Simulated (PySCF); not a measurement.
# Co2H4: relaxation and vibrations of the singlet

The task is one start of a wider search on Co2H4: the singlet, from a ethylene-like start. It is relaxed, tested by its Hessian and followed downhill if it is a saddle.

Computed with PySCF 2.14.0. Level: PBE0, basis Co def2-TZVP, H def2-TZVP, no relativity, density fitting.

**1. The system as given**

6 atoms, charge 0, spin multiplicity 1.

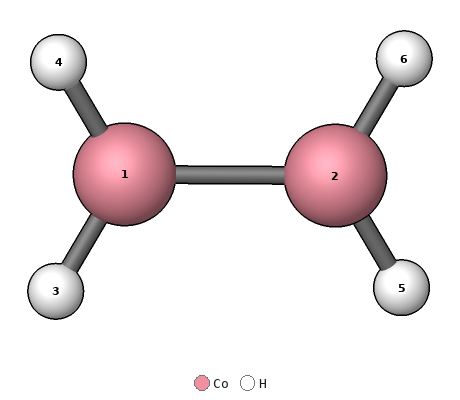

Start geometry, drawn with cobalt pink, hydrogen white; atoms are numbered from 1 in the order of the file.

```xyz
6
charge 0 multiplicity 1
Co    1.1100    0.0000    0.0000
Co   -1.1100    0.0000    0.0000
H     1.8250    1.2298    0.1500
H     1.8250   -1.2298    0.1500
H    -1.8250    1.2298   -0.1500
H    -1.8250   -1.2298   -0.1500
```

**2. Finding the electronic state**

One driver script runs all steps and calls PySCF; scf.py shows how it sets up the SCF of each step. The optimiser is the driver's own. After this first run the driver tries any further starts and a stability analysis.

scf.py

```python
from pyscf import gto, scf, dft
mol = gto.M(atom='''
Co     1.110000     0.000000     0.000000
Co    -1.110000     0.000000     0.000000
H      1.825000     1.229800     0.150000
H      1.825000    -1.229800     0.150000
H     -1.825000     1.229800    -0.150000
H     -1.825000    -1.229800    -0.150000''',
    basis={'Co': 'def2-TZVP', 'H': 'def2-TZVP'},
    charge=0, spin=0)
mf = dft.RKS(mol, xc='PBE0')
mf.grids.atom_grid = (50, 194)
aux = {'Co': 'def2-universal-JKFIT', 'H': 'def2-universal-JKFIT'}
mf = mf.density_fit(auxbasis=aux)
mf.conv_tol = 1e-08
mf.diis_space = 10
mf.max_cycle = 60
mf.init_guess = 'minao'
mf.verbose = 4
mf.kernel()
```

Started as:

```
> OMP_NUM_THREADS=4 python axn.py task.json out
```

Log (excerpt; [...] marks lines left out):

```text
[... the frontier levels of the middle cycles are left out ...]
init E= -2765.57583456344
  HOMO = 0.151244137578023  LUMO = 0.184171453576667  gap/eV = 0.89600
cycle= 1 E= -2733.58627574629  delta_E=   32  |g|= 11.6  |ddm|= 61.7
  HOMO = -3.05951790633254  LUMO = -2.5668842454168  gap/eV = 13.40524
cycle= 2 E= -2723.41920154434  delta_E= 10.2  |g|= 19.4  |ddm|= 62.2
  HOMO = -1.35960725538884  LUMO = -1.07888275694397  gap/eV = 7.63890
cycle= 3 E= -2752.00693804282  delta_E= -28.6  |g|= 11.1  |ddm|= 5.42
cycle= 4 E= -2761.41547499634  delta_E= -9.41  |g|=  7.3  |ddm|= 2.29
cycle= 5 E= -2761.56630925206  delta_E= -0.151  |g|= 6.82  |ddm|= 0.731
cycle= 6 E= -2763.76374176863  delta_E= -2.2  |g|= 5.44  |ddm|= 0.784
cycle= 7 E= -2767.15551947476  delta_E= -3.39  |g|= 0.324  |ddm|= 1.68
cycle= 8 E= -2767.16482986473  delta_E= -0.00931  |g|= 0.314  |ddm|= 0.313
cycle= 9 E= -2767.17333978844  delta_E= -0.00851  |g|= 0.183  |ddm|= 0.123
cycle= 10 E= -2767.17927876588  delta_E= -0.00594  |g|= 0.0373  |ddm|= 0.186
cycle= 11 E= -2767.17983500642  delta_E= -0.000556  |g|= 0.0259  |ddm|= 0.0553
cycle= 12 E= -2767.18076145768  delta_E= -0.000926  |g|= 0.0275  |ddm|= 0.141
cycle= 13 E= -2767.18103855914  delta_E= -0.000277  |g|= 0.0276  |ddm|= 0.0647
cycle= 14 E= -2767.1811740601  delta_E= -0.000136  |g|= 0.0113  |ddm|= 0.0199
cycle= 15 E= -2767.18140370436  delta_E= -0.00023  |g|= 0.00448  |ddm|= 0.0834
cycle= 16 E= -2767.18144287472  delta_E= -3.92e-05  |g|= 0.00186  |ddm|= 0.0368
cycle= 17 E= -2767.18145945381  delta_E= -1.66e-05  |g|= 0.00111  |ddm|= 0.0216
cycle= 18 E= -2767.18146088575  delta_E= -1.43e-06  |g|= 0.000661  |ddm|= 0.00584
cycle= 19 E= -2767.181461191  delta_E= -3.05e-07  |g|= 0.000408  |ddm|= 0.0026
cycle= 20 E= -2767.18146122471  delta_E= -3.37e-08  |g|= 0.000386  |ddm|= 0.000677
cycle= 21 E= -2767.18146125786  delta_E= -3.31e-08  |g|= 4.04e-05  |ddm|= 0.000608
cycle= 22 E= -2767.1814612591  delta_E= -1.24e-09  |g|= 7.69e-06  |ddm|= 0.000223
  HOMO = -0.227591981139967  LUMO = -0.155671264947967  gap/eV = 1.95706
Extra cycle  E= -2767.18146125909  delta_E= 4.09e-12  |g|= 2.08e-05  |ddm|= 1.49e-05
converged SCF energy = -2767.18146125909
```

This step, with its further starts and checks, needed 21 s of wall time on 4 threads of Arm Neoverse V1, shared host.

Energies from each starting density:

| start | energy (Eh) |
| --- | --- |
| the minimal-basis guess | -2767.181461 |
| a thermally smeared density | -2767.181461 |
| a smeared PBE density | -2767.181461 |

The first run landed in a state that is too high. Following the other starts and the instabilities gains 2.6 kJ/mol (-2767.18246 Eh), and the work goes on from there.

**3. Relaxing the singlet from the ethylene-like start**

The program finds C2h symmetry in the start, which this walk keeps.

Changes to scf.py since step 2:

```diff
@@ -4 +4 @@
-Co    -1.110000     0.000000     0.000000
+Co    -1.110000     0.000000    -0.000000
@@ -18 +17,0 @@
-mf.init_guess = 'minao'
```

Steps of the walk:

| step | energy (Eh) | change (kJ/mol) | largest symmetric gradient (Eh/bohr) |
| --- | --- | --- | --- |
| 0 | -2767.182464 | 0.00 | 0.01396 |
| 1 | -2767.225217 | -112.25 | 0.07021 |
| 2 | -2767.264655 | -215.79 | 0.02239 |
| 3 | -2767.273648 | -239.40 | 0.01820 |
| 4 | -2767.295753 | -297.44 | 0.01899 |
| 5 | -2767.304381 | -320.09 | 0.01895 |
| 6 | -2767.306289 | -325.10 | 0.01203 |
| 7 | -2767.306811 | -326.47 | 0.00650 |
| 8 | -2767.307164 | -327.40 | 0.00063 |
| 9 | -2767.307188 | -327.46 | 0.00049 |
| 10 | -2767.307190 | -327.47 | 0.00028 |

The walk took 27 s.

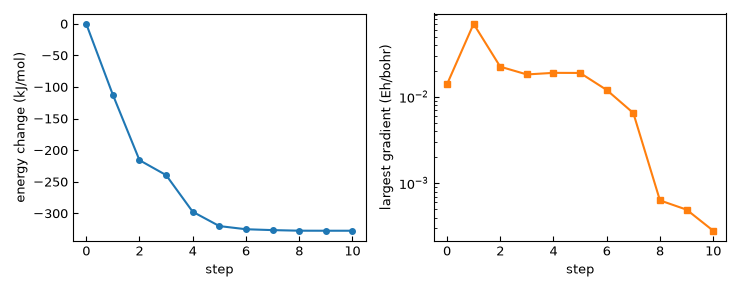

How energy and gradient fall.

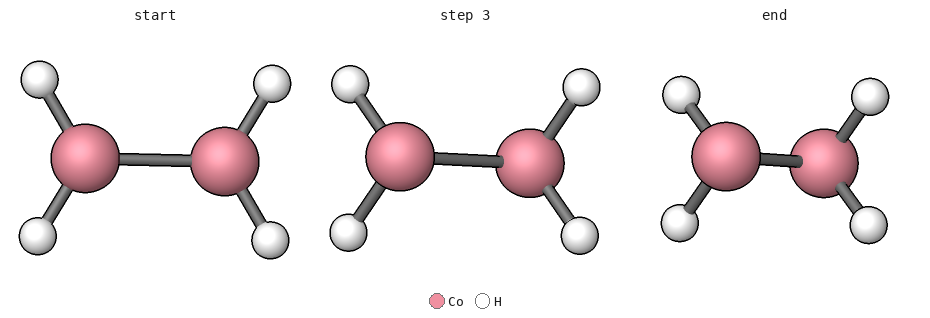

The geometry along the walk, at one scale.

It settles in C2h symmetry, 327.5 kJ/mol below the start, after 10 steps: Co–Co 2.095 Å, Co–H 1.445 Å (×4); Co–Co–H 90.4° (×4), H–Co–H 88.4° (×2).

**4. Frequencies**

The point is checked on the finer grid, and tightened if its gradient asks for it. The Hessian and the dipole derivatives come from central differences of analytic gradients, with steps of 0.02 bohr.

Changes to scf.py since step 3:

```diff
@@ -3,6 +3,6 @@
-Co     1.110000     0.000000     0.000000
-Co    -1.110000     0.000000    -0.000000
-H      1.825000     1.229800     0.150000
-H      1.825000    -1.229800     0.150000
-H     -1.825000     1.229800    -0.150000
-H     -1.825000    -1.229800    -0.150000''',
+Co     0.879488     0.000000    -0.569587
+Co    -0.879488     0.000000     0.569587
+H      1.445247     1.008895     0.296107
+H      1.445247    -1.008895     0.296107
+H     -1.445247     1.008895    -0.296107
+H     -1.445247    -1.008895    -0.296107''',
@@ -12 +12 @@
-mf.grids.atom_grid = (50, 194)
+mf.grids.atom_grid = (75, 302)
@@ -15 +15 @@
-mf.conv_tol = 1e-08
+mf.conv_tol = 1e-10
```

This SCF starts from the last density.

Log of the central SCF (cycles and frontier levels):

```text
init E= -2767.30651203972
  HOMO = -0.229324604429689  LUMO = -0.0819652591389435  gap/eV = 4.00985
cycle= 1 E= -2767.30651203921  delta_E= 5.07e-10  |g|= 7.22e-05  |ddm|= 2.68e-05
  HOMO = -0.229303946144344  LUMO = -0.0819489001777152  gap/eV = 4.00974
cycle= 2 E= -2767.30651203034  delta_E= 8.87e-09  |g|= 0.000298  |ddm|= 0.00011
  HOMO = -0.229320504218986  LUMO = -0.0819619892211403  gap/eV = 4.00983
cycle= 3 E= -2767.30651203975  delta_E= -9.42e-09  |g|= 3.48e-06  |ddm|= 8.78e-05
  HOMO = -0.229320519597686  LUMO = -0.0819619998662082  gap/eV = 4.00983
cycle= 4 E= -2767.30651203976  delta_E= -7.73e-12  |g|= 8.62e-07  |ddm|= 1.14e-06
  HOMO = -0.229320713833371  LUMO = -0.081962142157062  gap/eV = 4.00983
Extra cycle  E= -2767.30651203976  delta_E= 4.09e-12  |g|= 5.94e-06  |ddm|= 2.08e-06
converged SCF energy = -2767.30651203976
```

The whole step took 66 s.

Geometry: C2h; Co–Co 2.096 Å, Co–H 1.445 Å (×4); Co–Co–H 90.2° (×4), H–Co–H 88.6° (×2).

Modes, for the most abundant isotopes:

| symmetry | ω (cm⁻¹) | IR (km/mol) | μ (u) |
| --- | --- | --- | --- |
| au | 132i | 12.2 | 1.01 |
| bu | 130 | 274 | 1.04 |
| au | 319 | 49.7 | 1.02 |
| ag | 324 | 0.0 | 17.96 |
| bg | 482 | 0.0 | 1.04 |
| ag | 586 | 0.0 | 1.08 |
| bu | 759 | 59.7 | 1.02 |
| ag | 779 | 0.0 | 1.03 |
| bg | 2047 | 0.0 | 1.02 |
| au | 2065 | 244 | 1.02 |
| bu | 2086 | 248 | 1.03 |
| ag | 2090 | 0.0 | 1.03 |

With 1 mode imaginary (up to 132i cm⁻¹) this point is a saddle.

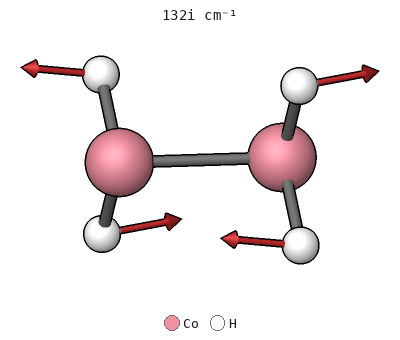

The imaginary mode, as arrows.

Constants and moments:

```
Dipole moment                                                   : 0.00 D
Highest occupied level                                          : -6.24 eV
Lowest empty level                                              : -2.23 eV
Rotational constants                                            : 2.039, 0.122, 0.122 cm⁻¹
Zero-point energy (real modes)                                  : 69.8 kJ/mol
Principal polarisabilities                                      : 47.4, 53.5, 80.4 bohr³
Atomisation energy without zero-point energy                    : 862 kJ/mol
Principal traceless quadrupole moments about the centre of mass : -8.44, -3.46, 11.90 D Å
```

Populations by atom (charges in e):

```
atom  Mulliken  Löwdin  polar tensor  Mayer order to Co1
 Co1      0.11    0.00          0.46                   –
 Co2      0.11    0.00          0.46                1.16
H3,4     -0.05    0.00         -0.23                0.92
H5,6     -0.05    0.00         -0.23                0.05
```

Outer orbital energies (eV). occupied: -8.47, -7.82, -7.69, -7.36, -7.00, -6.94, -6.26, -6.24; empty: -2.23, -2.02, -1.48, -0.41.

Mulliken populations on Co1: s 6.60, p 12.27, d 8.02, f 0.00.

**5. Following the imaginary mode**

The atoms are moved a little along the softest imaginary mode and relaxed again.

The program finds C2 symmetry in the start, which this walk keeps. Threshold on the gradient: 0.0003 Eh/bohr, with a further test on the energy change.

Changes to scf.py since step 4:

```diff
@@ -3,6 +3,6 @@
-Co     0.879488     0.000000    -0.569587
-Co    -0.879488     0.000000     0.569587
-H      1.445247     1.008895     0.296107
-H      1.445247    -1.008895     0.296107
-H     -1.445247     1.008895    -0.296107
-H     -1.445247    -1.008895    -0.296107''',
+Co     0.879488    -0.001105    -0.569587
+Co    -0.879488    -0.001105     0.569587
+H      1.629839     1.041194     0.130630
+H      1.260655    -0.976596     0.461583
+H     -1.629839     1.041194    -0.130630
+H     -1.260655    -0.976596    -0.461583''',
@@ -12 +12 @@
-mf.grids.atom_grid = (75, 302)
+mf.grids.atom_grid = (50, 194)
@@ -15 +15 @@
-mf.conv_tol = 1e-10
+mf.conv_tol = 1e-08
```

The optimiser's trace:

| step | energy (Eh) | change (kJ/mol) | largest symmetric gradient (Eh/bohr) |
| --- | --- | --- | --- |
| 0 | -2767.306998 | 0.00 | 0.00503 |
| 1 | -2767.307238 | -0.63 | 0.00296 |
| 2 | -2767.307425 | -1.12 | 0.00099 |
| 3 | -2767.307437 | -1.15 | 0.00081 |
| 4 | -2767.307500 | -1.32 | 0.00081 |
| 5 | -2767.307545 | -1.44 | 0.00140 |
| 6 | -2767.307760 | -2.00 | 0.00567 |
| 7 | -2767.307970 | -2.55 | 0.00578 |
| 8 | -2767.308412 | -3.71 | 0.00391 |
| 9 | -2767.308641 | -4.32 | 0.00227 |
| 10 | -2767.308759 | -4.62 | 0.00155 |
| 11 | -2767.308817 | -4.78 | 0.00097 |
| 12 | -2767.308838 | -4.83 | 0.00036 |
| 13 | -2767.308852 | -4.87 | 0.00031 |
| 14 | -2767.308857 | -4.88 | 0.00022 |
| 15 | -2767.308858 | -4.88 | 0.00011 |

The walk took 40 s.

Geometry (Å) and forces (eV/Å) at some steps:

```
step 0
Co   0.879  -0.001  -0.570   0.125   0.022   0.262
Co  -0.879  -0.001   0.570  -0.125   0.022  -0.262
H    1.630   1.041   0.131  -0.128  -0.214  -0.105
H    1.261  -0.977   0.462  -0.089   0.193  -0.134
H   -1.630   1.041  -0.131   0.128  -0.214   0.105
H   -1.261  -0.977  -0.462   0.089   0.193   0.134
step 1
Co   0.879  -0.001  -0.569   0.061   0.009   0.155
Co  -0.879  -0.001   0.569  -0.061   0.009  -0.155
H    1.629   1.033   0.129  -0.075  -0.137  -0.059
H    1.258  -0.968   0.462  -0.064   0.128  -0.076
H   -1.629   1.033  -0.129   0.075  -0.137   0.059
H   -1.258  -0.968  -0.462   0.064   0.128   0.076
step 8
Co   0.854   0.009  -0.590  -0.068  -0.012  -0.198
Co  -0.854   0.009   0.590   0.068  -0.012   0.198
H    1.833   0.907  -0.029   0.129   0.103   0.038
H    0.976  -0.852   0.588   0.068  -0.091   0.199
H   -1.833   0.907   0.029  -0.129   0.103  -0.038
H   -0.976  -0.852  -0.588  -0.068  -0.091  -0.199
step 15
Co   0.860  -0.006  -0.587  -0.003   0.005   0.002
Co  -0.860  -0.006   0.587   0.003   0.005  -0.002
H    1.896   0.881  -0.080  -0.002  -0.004   0.003
H    0.947  -0.812   0.658  -0.001  -0.002   0.004
H   -1.896   0.881   0.080   0.002  -0.004  -0.003
H   -0.947  -0.812  -0.658   0.001  -0.002  -0.004
```

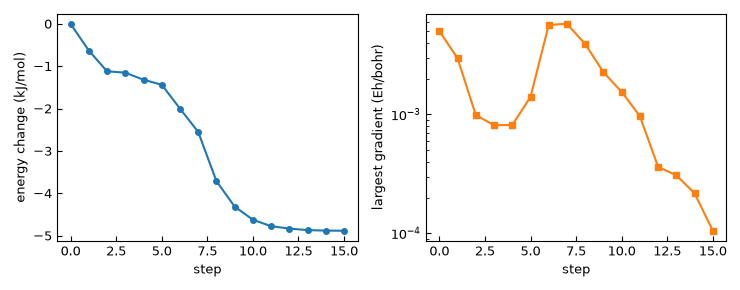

How energy and gradient fall.

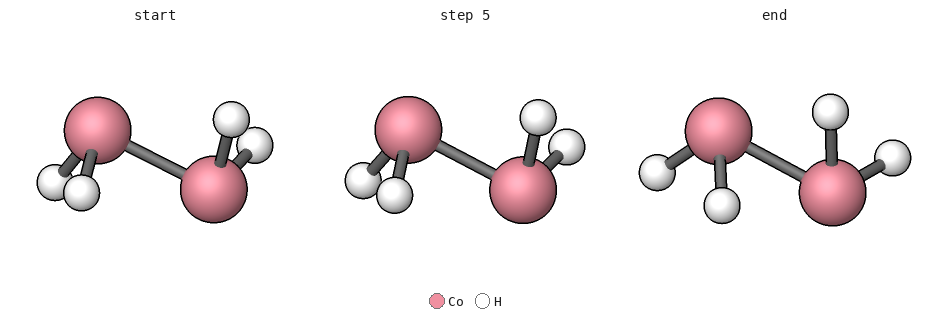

Start and end of the relaxation, with a step between.

It settles in C2 symmetry, 4.9 kJ/mol below the start, after 15 steps: Co–Co 2.082 Å, Co–H 1.455 Å (×2), Co–H 1.486 Å (×2); Co–Co–H 64.9° (×2), Co–Co–H 113.1° (×2), H–Co–H 89.9° (×2).

**6. Hessian and properties**

The same treatment as at the point before.

Changes to scf.py since step 5:

```diff
@@ -3,6 +3,6 @@
-Co     0.879488    -0.001105    -0.569587
-Co    -0.879488    -0.001105     0.569587
-H      1.629839     1.041194     0.130630
-H      1.260655    -0.976596     0.461583
-H     -1.629839     1.041194    -0.130630
-H     -1.260655    -0.976596    -0.461583''',
+Co     0.858948     0.001710    -0.588331
+Co    -0.858948     0.001710     0.588331
+H      1.908288     0.875923    -0.085804
+H      0.934270    -0.800752     0.661868
+H     -1.908288     0.875923     0.085804
+H     -0.934270    -0.800752    -0.661868''',
@@ -12 +12 @@
-mf.grids.atom_grid = (50, 194)
+mf.grids.atom_grid = (75, 302)
@@ -15 +15 @@
-mf.conv_tol = 1e-08
+mf.conv_tol = 1e-10
```

Log of the central SCF (cycles and frontier levels):

```text
init E= -2767.30859409967
  HOMO = -0.245934293265359  LUMO = -0.101283607991453  gap/eV = 3.93615
cycle= 1 E= -2767.30859409969  delta_E= -1.86e-11  |g|= 1.08e-06  |ddm|= 2.38e-06
  HOMO = -0.245934499334443  LUMO = -0.101283789956001  gap/eV = 3.93615
Extra cycle  E= -2767.30859409968  delta_E= 6.37e-12  |g|= 3.25e-06  |ddm|= 2.12e-06
converged SCF energy = -2767.30859409968
```

The whole step needed 1.9 min of wall time on 4 threads of Arm Neoverse V1, shared host.

Geometry: C2; Co–Co 2.082 Å, Co–H 1.455 Å (×2), Co–H 1.487 Å (×2); Co–Co–H 64.3° (×2), Co–Co–H 113.6° (×2), H–Co–H 89.8° (×2).

Harmonic modes (main isotopes):

| symmetry | ω (cm⁻¹) | IR (km/mol) |
| --- | --- | --- |
| a | 296 | 1.9 |
| b | 336 | 289 |
| a | 358 | 1.3 |
| a | 522 | 52.2 |
| b | 683 | 23.7 |
| a | 698 | 4.8 |
| b | 736 | 50.6 |
| a | 771 | 8.1 |
| b | 1892 | 81.3 |
| a | 1908 | 77.7 |
| b | 2058 | 335 |
| a | 2066 | 77.3 |

No imaginary mode, so this is a minimum.

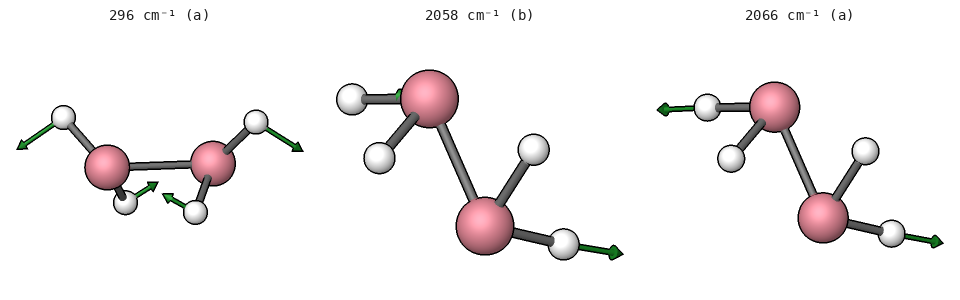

How the atoms move in 3 of the modes.

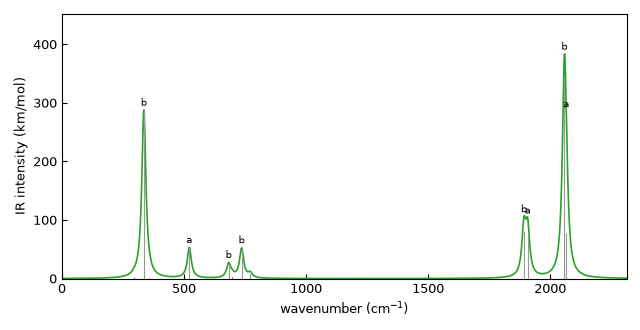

The harmonic infrared spectrum (widths in cm⁻¹). Lines are broadened to a width of 20 cm⁻¹ (Lorentzian).

Constants and moments:

- Dipole moment: 0.57 D
- Highest occupied level: -6.69 eV
- Lowest empty level: -2.76 eV
- Rotational constants: 2.382, 0.1236, 0.1224 cm⁻¹
- Zero-point energy: 73.7 kJ/mol
- Principal polarisabilities: 44.9, 48.6, 86.8 bohr³
- Atomisation energy without zero-point energy: 868 kJ/mol
- Principal traceless quadrupole moments about the centre of mass: -8.73, -2.81, 11.54 D Å
- Entropy at 298.15 K and 1 bar: 283.8 J/(mol K)
- Heat capacity Cp at 298.15 K: 72.0 J/(mol K)
- Enthalpy at 298.15 K above 0 K: 14.61 kJ/mol
- Rotational symmetry number: 2

Populations by atom (charges in e):

```tsv
atom	Mulliken	Löwdin	polar tensor	Mayer order to Co1
Co1	0.09	0.01	0.46	–
Co2	0.09	0.01	0.46	1.27
H3	-0.05	-0.04	-0.27	0.92
H4	-0.04	0.03	-0.19	0.79
H5	-0.05	-0.04	-0.27	0.05
H6	-0.04	0.03	-0.19	0.18
```

Outer orbital energies (eV). occupied: -8.69, -8.12, -7.76, -7.72, -7.19, -6.88, -6.70, -6.69; empty: -2.76, -2.33, -1.89, 0.38.

Mulliken populations on Co1: s 6.64, p 12.32, d 7.95, f 0.00.

**7. All stationary points**

| spin | group | bonds | imaginary modes (cm⁻¹) | ΔE (kJ/mol) | with zero-point energy |
| --- | --- | --- | --- | --- | --- |
| singlet | C2 | Co–Co 2.082 Å, Co–H 1.455 Å (×2), Co–H 1.487 Å (×2) | none | 0.0 | 0.0 |
| singlet | C2h | Co–Co 2.096 Å, Co–H 1.445 Å (×4) | 132i | 5.5 | – |

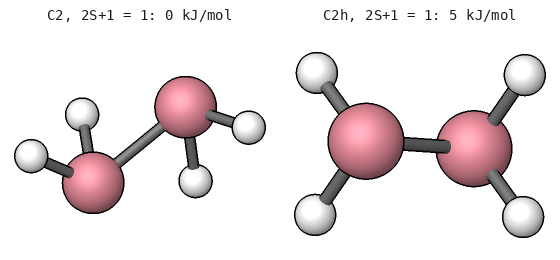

The points, lowest first (cobalt pink, hydrogen white).

**8. Outcome**

| quantity | value |
| --- | --- |
| minimum | singlet, C2 |
| geometry | Co–Co 2.082 Å, Co–H 1.455 Å (×2), Co–H 1.487 Å (×2); Co–Co–H 64.3° (×2), Co–Co–H 113.6° (×2), H–Co–H 89.8° (×2) |
| wavenumbers (cm⁻¹) | 296 (a), 336 (b), 358 (a), 522 (a), 683 (b), 698 (a), 736 (b), 771 (a), 1892 (b), 1908 (a), 2058 (b), 2066 (a) |
| dipole moment | 0.57 D |
| highest occupied, lowest empty level | -6.69, -2.76 eV |
| polar-tensor charge of Co1 | +0.46 e |
| zero-point energy | 73.7 kJ/mol |
| entropy at 298.15 K | 283.8 J/(mol K) |
| atomisation energy (no zero-point energy) | 868 kJ/mol |

The ethylene-like start (C2h) ends in a minimum of C2 symmetry, after a stop at a saddle point 5.5 kJ/mol higher, from which it was pushed off along an imaginary mode. In the infrared the band at 2058 cm⁻¹ (b) leads. The first SCF alone would have been 3 kJ/mol too high. Only this shape and spin were tried, so other structures or states may lie lower. The stability of the closed-shell solution was not tested.

The search up to here took 4.5 min.
